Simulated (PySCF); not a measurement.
# SiH4O3: electronic excitations at several levels of theory, part 1 of 2

Aim: compute the electronic excitations of SiH4O3 (`O[SiH](O)O`) at several levels, and see how far they spread and what each costs.

The runs use PySCF 2.14.0, with density-fitted response routines of our own; the level of theory stands in each step. All values are computed, except where a source is named. Atoms are numbered from 0 throughout.

## 1. The starting structure

8 atoms, charge 0, multiplicity 1; geometry from: PBE0-D3(BJ)/def2-SVP.

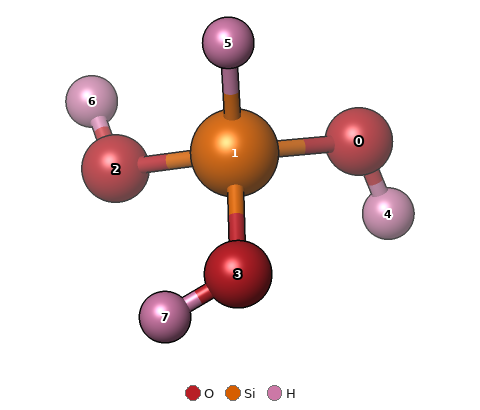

As it starts; oxygen red, silicon orange, hydrogen pink, atoms numbered.

## 2. Excited states and response: wB97X-D/def2-SVPD

The job: settings as JSON, then the geometry in Å.

```
{"job": {"kind": "uv", "xc": "wB97X-D", "basis": "def2-SVPD", "ip": true}, "charge": 0, "multiplicity": 1}
O      0.865727    -0.495489    -1.363464
Si     0.202626    -0.044230     0.077841
O     -1.147162     0.912014    -0.063358
O     -0.335770    -1.389970     0.869211
H      0.391362    -1.180493    -1.845477
H      1.290380     0.675428     0.778190
H     -1.016184     1.805803    -0.392016
H     -1.176932    -1.283582     1.323274
```

With the program's defaults for keys left out, this is: TDDFT wB97X-D/def2-SVPD, vertical, gas phase, core orbitals frozen in the response.

The run is started by

```
$ OMP_NUM_THREADS=1 python probes_run.py task.json out
```

One launch serves the whole session: the jobs run in the order shown.

What it wrote:

```text
coarse grid: 7368 points
cycle   1  E = -517.1106419264  dE =  3.992e-01  |g| = 1.036e+00  |ddm| = 3.078e+00
cycle   2  E = -517.0699781388  dE =  4.066e-02  |g| = 1.169e+00  |ddm| = 1.914e+00
cycle   3  E = -517.3130141067  dE = -2.430e-01  |g| = 3.964e-02  |ddm| = 8.958e-01
cycle   4  E = -517.3133930726  dE = -3.790e-04  |g| = 8.000e-03  |ddm| = 7.734e-02
cycle   5  E = -517.3134147336  dE = -2.166e-05  |g| = 3.611e-03  |ddm| = 2.807e-02
cycle   6  E = -517.3134169880  dE = -2.254e-06  |g| = 1.672e-03  |ddm| = 4.808e-03
final grid: 67040 points
cycle   7  E = -517.3938498906  dE = -4.838e-05  |g| = 3.870e-03  |ddm| = 6.569e-02
cycle   8  E = -517.3938508979  dE = -1.007e-06  |g| = 4.081e-03  |ddm| = 1.175e-02
cycle   9  E = -517.3938538214  dE = -2.924e-06  |g| = 3.671e-04  |ddm| = 3.019e-03
cycle  10  E = -517.3938538958  dE = -7.437e-08  |g| = 1.775e-04  |ddm| = 1.272e-03
cycle  11  E = -517.3938539027  dE = -6.911e-09  |g| = 6.278e-05  |ddm| = 2.229e-04
cycle  12  E = -517.3938539038  dE = -1.090e-09  |g| = 9.927e-06  |ddm| = 1.030e-04
cycle  13  E = -517.3938539038  dE = -4.206e-11  |g| = 2.416e-06  |ddm| = 3.328e-05
converged SCF energy = -517.3938539038

Static polarisability (au): isotropic 37.329, principal 36.081 37.893 38.013

Singlet excitations
state   eV       nm        f      main configurations
  1   8.3499    148.5   0.01443   H-1->L 0.51, H->L 0.23
  2   8.5301    145.3   0.08130   H->L 0.51, H-1->L 0.22, H-2->L+1 0.10
  3   8.6935    142.6   0.03628   H-2->L 0.41, H->L+1 0.14, H->L+2 0.12
  4   9.0519    137.0   0.02874   H->L+1 0.35, H-1->L+2 0.16, H-3->L 0.11
  5   9.3316    132.9   0.05714   H->L+2 0.27, H-1->L+1 0.25, H-3->L 0.13
  6   9.4061    131.8   0.05243   H-1->L+1 0.35, H-1->L+2 0.18, H-2->L 0.15
  7   9.5991    129.2   0.11905   H-4->L 0.17, H-2->L+2 0.13, H-3->L 0.13
  8   9.6886    128.0   0.03596   H->L+2 0.15, H-2->L+1 0.14, H-3->L 0.11
  9   9.7776    126.8   0.00510   H-1->L+2 0.17, H-3->L 0.15, H->L+1 0.10
 10   9.9625    124.5   0.00588   H-2->L+1 0.37, H-4->L 0.14

Triplet excitations (Tamm-Dancoff, eV): 8.0582 8.1681 8.3281 8.7091
Vertical ionisation energy (delta-SCF) = 11.6839 eV
```

It took 1.8 min on 1 thread of Arm Neoverse N1, shared host; peak memory 0.57 GiB.

Frontier orbitals and where they lie:

| orbital | eV | atoms |
| --- | --- | --- |
| HOMO−3 | -12.33 | O0 44 %, O3 24 %, Si1 12 % |
| HOMO−2 | -11.83 | O3 39 %, O2 27 %, O0 17 % |
| HOMO−1 | -11.36 | O2 49 %, O0 33 %, Si1 6 % |
| HOMO | -11.14 | O3 33 %, O0 21 %, H5 15 % |
| LUMO | 1.66 | Si1 42 %, O2 15 %, O0 11 % |
| LUMO+1 | 2.45 | O2 31 %, O3 19 %, H6 11 % |
| LUMO+2 | 2.57 | O0 28 %, O3 20 %, O2 16 % |

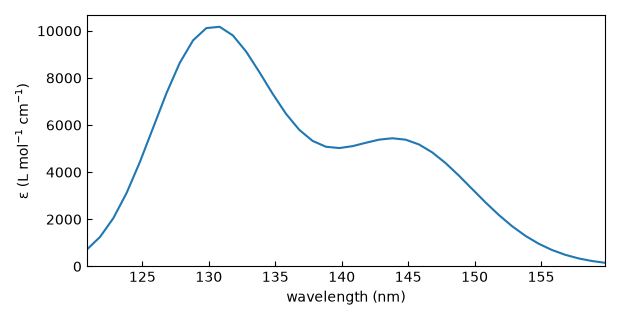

Absorption spectrum: each of the 10 states is a Gaussian band of 0.4 eV half-width at 1/e. Beyond the last state computed it falls off for lack of states.

Ground-state properties from the same run:

| property | computed |
| --- | --- |
| dipole moment (D) | 1.56 |
| polarisability (Å³) | 5.53 |
| HOMO–LUMO gap (eV) | 12.80 |
| −ε(HOMO) (eV) | 11.14 |

## 3. TDDFT and polarisability: LC-wPBE/def2-SVPD

Settings changed since step 2:

```diff
@@ -1,2 +1,2 @@
-{"job": {"kind": "uv", "xc": "wB97X-D", "basis": "def2-SVPD", "ip": true}, "charge": 0, "multiplicity": 1}
+{"job": {"kind": "uv", "xc": "LC-wPBE", "basis": "def2-SVPD", "ip": true}, "charge": 0, "multiplicity": 1}
 O      0.865727    -0.495489    -1.363464
```

Level: TDDFT LC-wPBE/def2-SVPD, vertical, gas phase, core orbitals frozen in the response.

What it wrote:

```text
coarse grid: 7368 points
cycle   1  E = -516.9656039573  dE =  3.717e-01  |g| = 9.974e-01  |ddm| = 3.039e+00
cycle   2  E = -516.9758332317  dE = -1.023e-02  |g| = 1.012e+00  |ddm| = 1.748e+00
cycle   3  E = -517.1546146221  dE = -1.788e-01  |g| = 4.582e-02  |ddm| = 7.517e-01
cycle   4  E = -517.1551413334  dE = -5.267e-04  |g| = 8.641e-03  |ddm| = 8.526e-02
cycle   5  E = -517.1551769719  dE = -3.564e-05  |g| = 2.423e-03  |ddm| = 3.339e-02
cycle   6  E = -517.1551782543  dE = -1.282e-06  |g| = 1.693e-03  |ddm| = 4.976e-03
final grid: 67040 points
cycle   7  E = -517.2562884850  dE = -2.525e-05  |g| = 2.363e-03  |ddm| = 2.987e-02
cycle   8  E = -517.2562889237  dE = -4.387e-07  |g| = 2.058e-03  |ddm| = 3.807e-03
cycle   9  E = -517.2562897098  dE = -7.861e-07  |g| = 3.555e-04  |ddm| = 1.696e-03
cycle  10  E = -517.2562897453  dE = -3.555e-08  |g| = 5.810e-05  |ddm| = 6.681e-04
cycle  11  E = -517.2562897472  dE = -1.849e-09  |g| = 1.700e-05  |ddm| = 1.314e-04
cycle  12  E = -517.2562897473  dE = -1.178e-10  |g| = 8.387e-06  |ddm| = 3.880e-05
converged SCF energy = -517.2562897473

Static polarisability (au): isotropic 36.748, principal 35.510 37.318 37.418

Singlet excitations
state   eV       nm        f      main configurations
  1   8.5967    144.2   0.01070   H-1->L 0.50, H-1->L+1 0.11, H->L 0.10
  2   8.8056    140.8   0.07542   H->L 0.42, H-2->L+1 0.14, H-1->L 0.12
  3   8.9221    139.0   0.04730   H-2->L 0.29, H-1->L+2 0.11, H->L+2 0.11
  4   9.3217    133.0   0.03257   H->L+1 0.26, H-1->L+2 0.12, H-3->L 0.10
  5   9.6647    128.3   0.09109   H->L+2 0.18, H-3->L 0.16, H-2->L 0.10
  6   9.7949    126.6   0.05051   H-1->L+1 0.21, H-4->L 0.19, H-1->L+2 0.12
  7   9.8657    125.7   0.05185   H-2->L+2 0.18, H-4->L 0.12, H-1->L+1 0.11
  8  10.0609    123.2   0.07380   H->L+2 0.17, H->L+5 0.16, H-3->L 0.09
  9  10.2123    121.4   0.01870   H->L+1 0.11, H-1->L+2 0.10, H->L+5 0.10
 10  10.3961    119.3   0.13181   H->L+3 0.41, H-2->L+1 0.11, H->L 0.11

Triplet excitations (Tamm-Dancoff, eV): 8.1666 8.3002 8.3858 8.8016
Vertical ionisation energy (delta-SCF) = 12.0593 eV
```

Wall time 2.1 min (1 thread of Arm Neoverse N1, shared host); peak memory 0.56 GiB.

Key values: HOMO -12.03 eV, LUMO 1.72 eV; lowest singlet 8.60 eV.

## 4. Excited states and response: PBE0/6-31G*

Settings changed since step 3:

```diff
@@ -1,2 +1,2 @@
-{"job": {"kind": "uv", "xc": "LC-wPBE", "basis": "def2-SVPD", "ip": true}, "charge": 0, "multiplicity": 1}
+{"job": {"kind": "uv", "xc": "PBE0", "basis": "6-31G*"}, "charge": 0, "multiplicity": 1}
 O      0.865727    -0.495489    -1.363464
```

With the program's defaults for keys left out, this is: TDDFT PBE0/6-31G*, vertical, gas phase, core orbitals frozen in the response.

What it wrote:

```text
coarse grid: 7368 points
cycle   1  E = -517.1303295759  dE =  5.127e-01  |g| = 1.085e+00  |ddm| = 2.522e+00
cycle   2  E = -516.9197686237  dE =  2.106e-01  |g| = 1.509e+00  |ddm| = 1.741e+00
cycle   3  E = -517.3492266622  dE = -4.295e-01  |g| = 4.998e-02  |ddm| = 1.086e+00
cycle   4  E = -517.3497643314  dE = -5.377e-04  |g| = 1.344e-02  |ddm| = 5.639e-02
cycle   5  E = -517.3497981715  dE = -3.384e-05  |g| = 6.537e-03  |ddm| = 1.592e-02
cycle   6  E = -517.3498059111  dE = -7.740e-06  |g| = 1.456e-03  |ddm| = 5.039e-03
final grid: 67040 points
cycle   7  E = -517.3045000302  dE = -1.026e-05  |g| = 5.031e-03  |ddm| = 9.323e-03
cycle   8  E = -517.3044955347  dE =  4.496e-06  |g| = 7.043e-03  |ddm| = 7.616e-03
cycle   9  E = -517.3045046391  dE = -9.104e-06  |g| = 2.495e-04  |ddm| = 4.523e-03
cycle  10  E = -517.3045046467  dE = -7.655e-09  |g| = 1.577e-04  |ddm| = 2.715e-04
cycle  11  E = -517.3045046513  dE = -4.562e-09  |g| = 1.831e-05  |ddm| = 1.066e-04
cycle  12  E = -517.3045046514  dE = -7.412e-11  |g| = 3.466e-06  |ddm| = 2.089e-05
converged SCF energy = -517.3045046514

Static polarisability (au): isotropic 27.645, principal 26.158 28.157 28.621

Singlet excitations
state   eV       nm        f      main configurations
  1   8.7139    142.3   0.01260   H->L 0.51, H-1->L 0.30
  2   8.9773    138.1   0.07888   H-1->L 0.50, H->L 0.19, H->L+1 0.11
  3   9.0825    136.5   0.03838   H-2->L 0.40, H->L 0.17, H-1->L+1 0.16
  4   9.2930    133.4   0.01826   H->L+1 0.48, H->L+2 0.18, H-1->L+2 0.15
  5   9.4300    131.5   0.00455   H-1->L+1 0.61, H->L+2 0.22
  6   9.6303    128.7   0.06184   H->L+2 0.35, H-1->L+2 0.26, H-2->L 0.13
  7   9.6935    127.9   0.02449   H-2->L 0.34, H-1->L+2 0.33
  8   9.8442    125.9   0.03674   H-2->L+1 0.51, H-2->L+2 0.27
  9   9.9821    124.2   0.05244   H-3->L 0.76
 10  10.1025    122.7   0.03648   H-2->L+2 0.53, H-2->L+1 0.16, H-1->L+2 0.09

Triplet excitations (Tamm-Dancoff, eV): 8.1552 8.2726 8.4299 8.7825
```

It took 7.9 s on 1 thread of Arm Neoverse N1, shared host; peak memory 0.38 GiB.

Key values: HOMO -8.75 eV, LUMO 1.58 eV; lowest singlet 8.71 eV.

## 5. Excited states and response: PBE0/def2-SVP

Settings changed since step 4:

```diff
@@ -1,2 +1,2 @@
-{"job": {"kind": "uv", "xc": "PBE0", "basis": "6-31G*"}, "charge": 0, "multiplicity": 1}
+{"job": {"kind": "uv", "xc": "PBE0", "basis": "def2-SVP"}, "charge": 0, "multiplicity": 1}
 O      0.865727    -0.495489    -1.363464
```

Level: TDDFT PBE0/def2-SVP, vertical, gas phase, core orbitals frozen in the response.

What it wrote:

```text
coarse grid: 7368 points
cycle   1  E = -516.7743667882  dE =  4.869e-01  |g| = 1.090e+00  |ddm| = 2.756e+00
cycle   2  E = -516.5653300653  dE =  2.090e-01  |g| = 1.509e+00  |ddm| = 1.846e+00
cycle   3  E = -516.9929729805  dE = -4.276e-01  |g| = 5.011e-02  |ddm| = 1.157e+00
cycle   4  E = -516.9935160074  dE = -5.430e-04  |g| = 1.157e-02  |ddm| = 5.708e-02
cycle   5  E = -516.9935441376  dE = -2.813e-05  |g| = 3.934e-03  |ddm| = 1.545e-02
cycle   6  E = -516.9935466996  dE = -2.562e-06  |g| = 1.570e-03  |ddm| = 3.898e-03
final grid: 67040 points
cycle   7  E = -517.0742486188  dE = -1.478e-05  |g| = 6.731e-03  |ddm| = 1.420e-02
cycle   8  E = -517.0742407802  dE =  7.839e-06  |g| = 9.405e-03  |ddm| = 1.093e-02
cycle   9  E = -517.0742569026  dE = -1.612e-05  |g| = 2.543e-04  |ddm| = 6.364e-03
cycle  10  E = -517.0742569079  dE = -5.362e-09  |g| = 1.964e-04  |ddm| = 3.124e-04
cycle  11  E = -517.0742569151  dE = -7.138e-09  |g| = 1.484e-05  |ddm| = 1.385e-04
cycle  12  E = -517.0742569151  dE = -4.275e-11  |g| = 3.783e-06  |ddm| = 1.627e-05
converged SCF energy = -517.0742569151

Static polarisability (au): isotropic 28.002, principal 26.444 28.475 29.086

Singlet excitations
state   eV       nm        f      main configurations
  1   8.6221    143.8   0.01316   H->L 0.49, H-1->L 0.36
  2   8.8354    140.3   0.07576   H-1->L 0.48, H->L 0.37
  3   9.0158    137.5   0.01947   H-2->L 0.53, H-1->L+1 0.13, H->L+2 0.13
  4   9.3021    133.3   0.01427   H->L+1 0.55, H-1->L+2 0.19
  5   9.4977    130.5   0.01109   H-1->L+1 0.44, H->L+2 0.34
  6   9.6141    129.0   0.05781   H-2->L 0.33, H-1->L+1 0.29, H->L+2 0.21
  7   9.7451    127.2   0.04241   H-1->L+2 0.52, H->L+1 0.15, H-2->L+1 0.09
  8   9.8430    126.0   0.05030   H-3->L 0.60, H-2->L+1 0.14
  9   9.9228    124.9   0.02377   H-2->L+1 0.39, H-2->L+2 0.20, H-3->L 0.12
 10  10.0817    123.0   0.01947   H-2->L+2 0.37, H-2->L+1 0.24, H-4->L 0.14

Triplet excitations (Tamm-Dancoff, eV): 8.1160 8.2100 8.4082 8.7825
```

It took 9.1 s on 1 thread of Arm Neoverse N1, shared host; peak memory 0.41 GiB.

This run: HOMO -8.78 eV, LUMO 1.37 eV; lowest singlet 8.62 eV.

## 6. Excited states and response: PBE0/def2-TZVP

Settings changed since step 5:

```diff
@@ -1,2 +1,2 @@
-{"job": {"kind": "uv", "xc": "PBE0", "basis": "def2-SVP"}, "charge": 0, "multiplicity": 1}
+{"job": {"kind": "uv", "xc": "PBE0", "basis": "def2-TZVP"}, "charge": 0, "multiplicity": 1}
 O      0.865727    -0.495489    -1.363464
```

With the program's defaults for keys left out, this is: TDDFT PBE0/def2-TZVP, vertical, gas phase, core orbitals frozen in the response.

What it wrote:

```text
coarse grid: 7368 points
cycle   1  E = -517.2527971276  dE =  4.844e-01  |g| = 1.146e+00  |ddm| = 2.141e+00
cycle   2  E = -516.9690860565  dE =  2.837e-01  |g| = 1.702e+00  |ddm| = 1.476e+00
cycle   3  E = -517.4773252800  dE = -5.082e-01  |g| = 5.690e-02  |ddm| = 9.626e-01
cycle   4  E = -517.4779473117  dE = -6.220e-04  |g| = 1.492e-02  |ddm| = 4.437e-02
cycle   5  E = -517.4779888018  dE = -4.149e-05  |g| = 6.181e-03  |ddm| = 1.412e-02
cycle   6  E = -517.4779947643  dE = -5.963e-06  |g| = 1.849e-03  |ddm| = 3.849e-03
final grid: 67040 points
cycle   7  E = -517.4765850578  dE = -3.037e-05  |g| = 6.739e-03  |ddm| = 1.182e-02
cycle   8  E = -517.4765768067  dE =  8.251e-06  |g| = 9.609e-03  |ddm| = 7.360e-03
cycle   9  E = -517.4765919869  dE = -1.518e-05  |g| = 4.565e-04  |ddm| = 4.604e-03
cycle  10  E = -517.4765920071  dE = -2.022e-08  |g| = 2.663e-04  |ddm| = 3.174e-04
cycle  11  E = -517.4765920188  dE = -1.164e-08  |g| = 4.684e-05  |ddm| = 1.413e-04
cycle  12  E = -517.4765920191  dE = -3.333e-10  |g| = 7.546e-06  |ddm| = 2.800e-05
converged SCF energy = -517.4765920191

Static polarisability (au): isotropic 33.647, principal 32.255 34.242 34.444

Singlet excitations
state   eV       nm        f      main configurations
  1   8.3439    148.6   0.01329   H-1->L 0.42, H->L 0.42
  2   8.5406    145.2   0.08024   H->L 0.44, H-1->L 0.41
  3   8.7068    142.4   0.02724   H-2->L 0.38, H->L+1 0.22, H->L+2 0.15
  4   8.8914    139.4   0.02176   H->L+1 0.49, H-1->L+2 0.17, H->L+2 0.10
  5   9.0741    136.6   0.00795   H-1->L+1 0.56, H->L+2 0.29
  6   9.2223    134.4   0.07581   H->L+2 0.34, H-2->L 0.27, H-1->L+2 0.19
  7   9.3262    132.9   0.04161   H-1->L+2 0.43, H-2->L 0.26, H->L+1 0.14
  8   9.4719    130.9   0.03493   H-2->L+1 0.65, H-2->L+2 0.14
  9   9.5612    129.7   0.03752   H-3->L 0.73
 10   9.6836    128.0   0.01304   H-2->L+2 0.64, H-2->L+1 0.15

Triplet excitations (Tamm-Dancoff, eV): 7.9126 8.0040 8.1441 8.4456
```

Wall time 20 s (1 thread of Arm Neoverse N1, shared host); peak memory 0.62 GiB.

Key values: HOMO -9.07 eV, LUMO 0.73 eV; lowest singlet 8.34 eV.

## 7. Excited states and response: PBE0/aug-cc-pVDZ

Settings changed since step 6:

```diff
@@ -1,2 +1,2 @@
-{"job": {"kind": "uv", "xc": "PBE0", "basis": "def2-TZVP"}, "charge": 0, "multiplicity": 1}
+{"job": {"kind": "uv", "xc": "PBE0", "basis": "aug-cc-pVDZ"}, "charge": 0, "multiplicity": 1}
 O      0.865727    -0.495489    -1.363464
```

Method: TDDFT PBE0/aug-cc-pVDZ, vertical, gas phase, core orbitals frozen in the response.

What it wrote:

```text
coarse grid: 7368 points
cycle   1  E = -517.1632359471  dE =  5.223e-01  |g| = 1.070e+00  |ddm| = 5.868e+00
cycle   2  E = -516.8812095832  dE =  2.820e-01  |g| = 1.612e+00  |ddm| = 3.274e+00
cycle   3  E = -517.3751973961  dE = -4.940e-01  |g| = 5.209e-02  |ddm| = 1.957e+00
cycle   4  E = -517.3757696731  dE = -5.723e-04  |g| = 1.373e-02  |ddm| = 1.335e-01
cycle   5  E = -517.3757943113  dE = -2.464e-05  |g| = 8.855e-03  |ddm| = 2.794e-02
cycle   6  E = -517.3758086958  dE = -1.438e-05  |g| = 8.875e-04  |ddm| = 1.140e-02
cycle   7  E = -517.3758088497  dE = -1.539e-07  |g| = 1.789e-04  |ddm| = 1.658e-03
final grid: 67040 points
cycle   8  E = -517.3781752014  dE = -1.597e-05  |g| = 4.759e-03  |ddm| = 4.224e-02
cycle   9  E = -517.3781709186  dE =  4.283e-06  |g| = 6.793e-03  |ddm| = 1.506e-02
cycle  10  E = -517.3781793118  dE = -8.393e-06  |g| = 1.986e-04  |ddm| = 8.481e-03
cycle  11  E = -517.3781793202  dE = -8.428e-09  |g| = 7.606e-05  |ddm| = 6.674e-04
cycle  12  E = -517.3781793216  dE = -1.388e-09  |g| = 1.280e-05  |ddm| = 1.887e-04
cycle  13  E = -517.3781793216  dE = -1.069e-11  |g| = 1.058e-05  |ddm| = 2.807e-05
converged SCF energy = -517.3781793216

Static polarisability (au): isotropic 38.144, principal 36.805 38.719 38.907

Singlet excitations
state   eV       nm        f      main configurations
  1   7.6294    162.5   0.02190   H->L 0.60, H-1->L 0.29
  2   7.7511    160.0   0.05438   H-1->L 0.58, H->L 0.32
  3   8.0279    154.4   0.02338   H-2->L 0.42, H->L+2 0.22, H->L+1 0.15
  4   8.1743    151.7   0.03141   H->L+1 0.63, H-1->L+1 0.15
  5   8.3285    148.9   0.01598   H->L+2 0.44, H-1->L+1 0.44
  6   8.4388    146.9   0.03485   H-2->L 0.31, H-1->L+2 0.25, H->L+2 0.21
  7   8.5428    145.1   0.03278   H-1->L+2 0.56, H-2->L 0.20, H->L+1 0.13
  8   8.7889    141.1   0.03573   H-2->L+1 0.45, H-3->L 0.28, H-2->L+2 0.12
  9   8.8216    140.5   0.02131   H-3->L 0.56, H-2->L+1 0.23
 10   8.8919    139.4   0.09730   H->L+3 0.83

Triplet excitations (Tamm-Dancoff, eV): 7.3589 7.4120 7.6611 7.8982
```

Run time: 18 s. Hardware: 1 thread of Arm Neoverse N1, shared host; peak memory 0.58 GiB.

Key values: HOMO -9.10 eV, LUMO -0.33 eV; lowest singlet 7.63 eV.

## 8. Excited states and response: PBE0/aug-cc-pVTZ

Settings changed since step 7:

```diff
@@ -1,2 +1,2 @@
-{"job": {"kind": "uv", "xc": "PBE0", "basis": "aug-cc-pVDZ"}, "charge": 0, "multiplicity": 1}
+{"job": {"kind": "uv", "xc": "PBE0", "basis": "aug-cc-pVTZ"}, "charge": 0, "multiplicity": 1}
 O      0.865727    -0.495489    -1.363464
```

Level: TDDFT PBE0/aug-cc-pVTZ, vertical, gas phase, core orbitals frozen in the response.

What it wrote:

```text
coarse grid: 7368 points
cycle   1  E = -517.2566481326  dE =  4.895e-01  |g| = 1.145e+00  |ddm| = 5.391e+00
cycle   2  E = -516.9492693694  dE =  3.074e-01  |g| = 1.737e+00  |ddm| = 3.091e+00
cycle   3  E = -517.4804489055  dE = -5.312e-01  |g| = 5.797e-02  |ddm| = 1.844e+00
cycle   4  E = -517.4810873981  dE = -6.385e-04  |g| = 1.548e-02  |ddm| = 1.105e-01
cycle   5  E = -517.4811170949  dE = -2.970e-05  |g| = 9.391e-03  |ddm| = 2.664e-02
cycle   6  E = -517.4811315674  dE = -1.447e-05  |g| = 1.384e-03  |ddm| = 1.116e-02
cycle   7  E = -517.4811318938  dE = -3.264e-07  |g| = 3.266e-04  |ddm| = 2.027e-03
final grid: 67040 points
cycle   8  E = -517.4714818195  dE = -4.613e-05  |g| = 6.256e-03  |ddm| = 1.454e-01
cycle   9  E = -517.4714753233  dE =  6.496e-06  |g| = 8.735e-03  |ddm| = 1.677e-02
cycle  10  E = -517.4714876406  dE = -1.232e-05  |g| = 3.432e-04  |ddm| = 9.742e-03
cycle  11  E = -517.4714876592  dE = -1.867e-08  |g| = 5.182e-05  |ddm| = 4.703e-04
cycle  12  E = -517.4714876596  dE = -3.566e-10  |g| = 2.924e-05  |ddm| = 1.049e-04
converged SCF energy = -517.4714876596

Static polarisability (au): isotropic 38.153, principal 36.912 38.728 38.818

Singlet excitations
state   eV       nm        f      main configurations
  1   7.6713    161.6   0.02066   H->L 0.62, H-1->L 0.28
  2   7.8062    158.8   0.05243   H-1->L 0.60, H->L 0.30
  3   8.0677    153.7   0.02276   H-2->L 0.42, H->L+2 0.21, H->L+1 0.15
  4   8.2065    151.1   0.03034   H->L+1 0.62, H-1->L+1 0.14
  5   8.3652    148.2   0.01621   H->L+2 0.45, H-1->L+1 0.42
  6   8.4709    146.4   0.03547   H-2->L 0.32, H-1->L+2 0.23, H->L+2 0.19
  7   8.5723    144.6   0.03453   H-1->L+2 0.57, H-2->L 0.18, H->L+1 0.13
  8   8.8050    140.8   0.03514   H-2->L+1 0.41, H-3->L 0.32, H-2->L+2 0.11
  9   8.8404    140.2   0.01414   H-3->L 0.51, H-2->L+1 0.23
 10   8.8861    139.5   0.08786   H->L+3 0.82

Triplet excitations (Tamm-Dancoff, eV): 7.4110 7.4757 7.7056 7.9332
```

Run time: 51 s. Hardware: 1 thread of Arm Neoverse N1, shared host; peak memory 0.85 GiB.

In short: HOMO -9.14 eV, LUMO -0.34 eV; lowest singlet 7.67 eV.

(Continued in part 2 of 2.)
